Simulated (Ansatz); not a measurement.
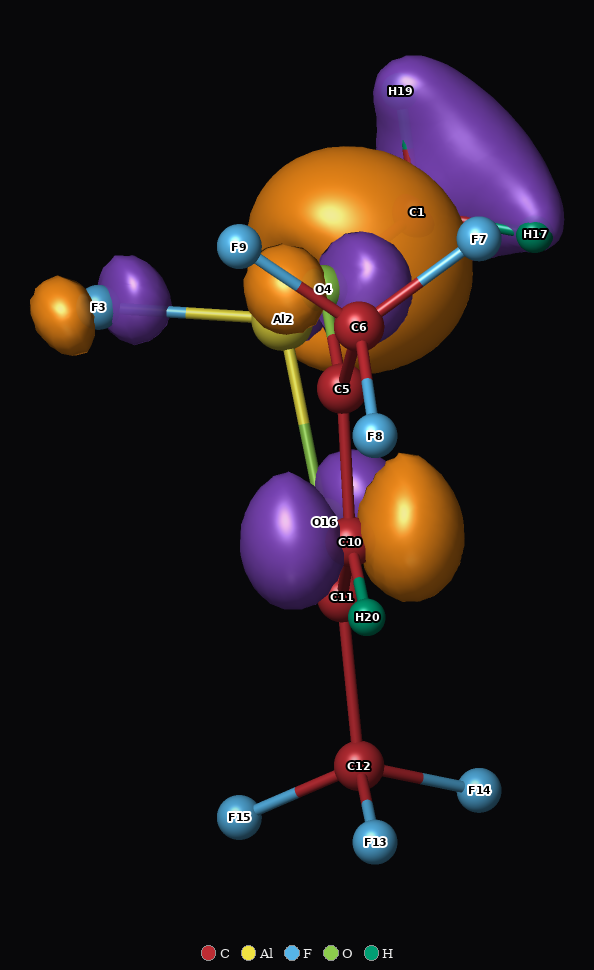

Figure 1: C$_{6}$H$_{4}$AlF$_{7}$O$_{2}$ (SMILES [CH3][Al-]1([F])[O]C(C(F)(F)F)=CC(C(F)(F)F)=[O+]1). One frontier orbital at ±0.15 Å⁻³ᐟ² (orange and purple are the two phases), seen at an oblique angle.

Geometry: PBE0-D4/def2-TZVP.

The calculation used Ansatz, RKS PBE0-D4/def2-TZVPP.

Input

```
crystal:
  periodic: [false, false, false]
  atoms:
    - {symbol: C, position_ang: [-1.705006, -0.955021, 2.648914]}
    - {symbol: Al, position_ang: [-0.117274, -0.231421, 1.827855]}
    - {symbol: F, position_ang: [1.215778, 0.216349, 2.701125]}
    - {symbol: O, position_ang: [-0.465031, 1.194227, 0.707019]}
    - {symbol: C, position_ang: [-0.083695, 1.319041, -0.485820]}
    - {symbol: C, position_ang: [-0.420174, 2.684326, -1.101616]}
    - {symbol: F, position_ang: [-1.739002, 2.855452, -1.111225]}
    - {symbol: F, position_ang: [0.024113, 2.788197, -2.351723]}
    - {symbol: F, position_ang: [0.128327, 3.653576, -0.379732]}
    - {symbol: C, position_ang: [0.562520, 0.357179, -1.251267]}
    - {symbol: C, position_ang: [0.809689, -0.898756, -0.712536]}
    - {symbol: C, position_ang: [1.460969, -1.985665, -1.579055]}
    - {symbol: F, position_ang: [1.765765, -1.535773, -2.793849]}
    - {symbol: F, position_ang: [0.623944, -3.010743, -1.710898]}
    - {symbol: F, position_ang: [2.574306, -2.418498, -1.000614]}
    - {symbol: O, position_ang: [0.531994, -1.280611, 0.454041]}
    - {symbol: H, position_ang: [-2.477584, -1.190745, 1.911634]}
    - {symbol: H, position_ang: [-1.485014, -1.874844, 3.198200]}
    - {symbol: H, position_ang: [-2.139141, -0.250938, 3.364442]}
    - {symbol: H, position_ang: [0.842513, 0.573965, -2.268595]}
basis:
  gaussian: {orbitals: def2-TZVPP}
hamiltonian: {xc: pbe0, dispersion: d4}
output: {orbitals: {seedname: orbitals}}
```

Run with:

```sh
ansatz run in.yaml --threads 11 --pin off --events-out ev --progress --plain --max-ram 174080MiB --backend cuda --devices 0, --max-vram 75GiB
```

Question: Which orbital is it: HOMO or LUMO?

Answer: The HOMO, at −8.56 eV. It lies mainly on C1 (about 40 %), Al2 (about 15 %), C10 (about 10 %), O4 (about 5 %) and O16 (about 5 %).
